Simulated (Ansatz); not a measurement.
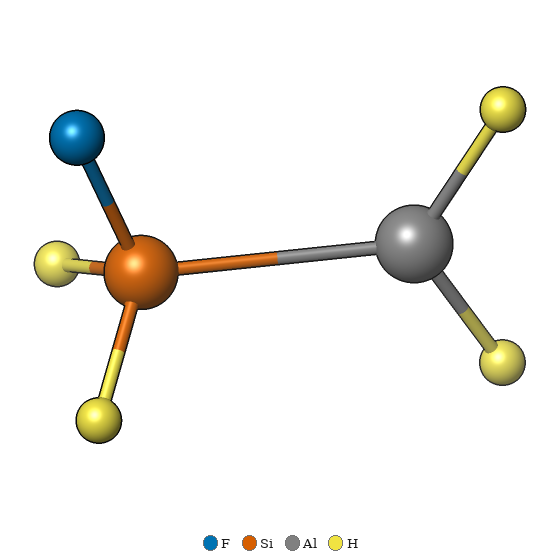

Computed geometry: PBE-D4/def2-SVP optimisation. No frequency run is at hand to confirm it as a minimum.

Draw it as a skeletal formula.

SMILES: F[SiH2][AlH2]

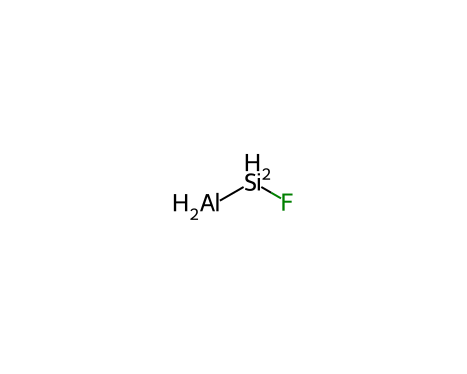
